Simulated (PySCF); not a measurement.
# PdH₂: structure of the triplet

Aim: relax PdH₂ as a triplet from a linear start, check by its vibrations whether the end is a minimum, and collect its spectrum and constants.

Computed with PySCF 2.14.0. Level: PBE0, basis Pd x2c-TZVPall, H x2c-TZVPall, spin-free X2C, no spin–orbit coupling, density fitting.

### Step 1. Where the work starts

3 atoms, charge 0, spin multiplicity 3.

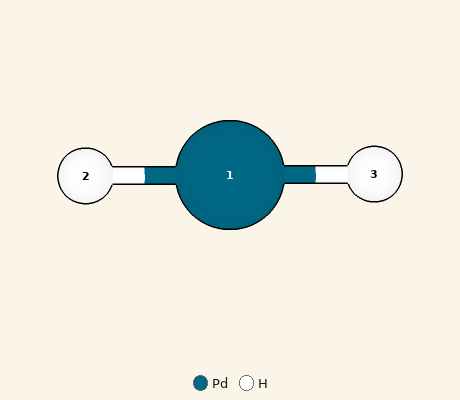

Start geometry, drawn with palladium blue, hydrogen white; atoms are numbered from 1 in the order of the file.

```xyz
3
charge 0 multiplicity 3
Pd    0.0000    0.0000    0.0000
H     0.0000    0.0000    1.5200
H     0.0000    0.0000   -1.5200
```

### Step 2. Linear start, triplet: relaxation

The steps below are one call of a driver around PySCF. For each, scf.py gives the equivalent set-up of the SCF; relaxations use the driver's own optimiser. Before each start the driver seeks the lowest SCF state from one or more starting densities and follows internal instabilities, so scf.py alone need not reach the same state.

The program finds D∞h symmetry in the start, which this walk keeps. Threshold on the gradient: 0.0003 Eh/bohr, with a further test on the energy change.

Input file scf.py:

```python
from pyscf import gto, scf, dft
mol = gto.M(atom='''
Pd     0.000000     0.000000     0.000000
H      0.000000     0.000000     1.520000
H      0.000000     0.000000    -1.520000''',
    basis={'Pd': 'x2c-TZVPall', 'H': 'x2c-TZVPall'},
    nucmod='G',
    charge=0, spin=2)
mf = dft.UKS(mol, xc='PBE0')
mf.grids.atom_grid = (50, 194)
aux = {'Pd': 'AutoAux', 'H': 'AutoAux'}  # AutoAux: made from the orbital basis
mf = mf.density_fit(auxbasis=aux).sfx2c1e()
mf.kernel()
```

The runs that follow: Hessian and properties; Following the imaginary mode; Is it a minimum? Harmonic modes.

Q: Predict the outcome of this session. Wanted: minimum; geometry; wavenumbers; dipole moment; highest occupied, lowest empty level; polar-tensor charge of Pd1; zero-point energy; ⟨S²⟩.

As calculated:

```
                                          quantity                             value
                                           minimum                      triplet, C2v
                                          geometry  Pd–H 1.607 Å (×2); H–Pd–H 134.7°
                                wavenumbers (cm⁻¹)    713 (a1), 1729 (b2), 1869 (a1)
                                     dipole moment                            1.12 D
highest occupied, lowest empty level (either spin)                   -6.71, -4.02 eV
                        polar-tensor charge of Pd1                           +0.24 e
                                 zero-point energy                       25.8 kJ/mol
                               entropy at 298.15 K                   232.3 J/(mol K)
                                              ⟨S²⟩                             2.003
```

In words: From D∞h at the start the molecule goes to a C2v minimum, after a stop at a second-order saddle point 63.0 kJ/mol higher, from which it was pushed off along an imaginary mode. The strongest infrared band lies at 713 cm⁻¹ (a1, bend). Most of the spin sits on Pd1 (Mulliken spin 1.21, against 2 for the whole molecule). Only this shape and spin were tried, so other structures or states may lie lower. Open d and f shells are described by one determinant, and the ground state may have another occupation or spin.
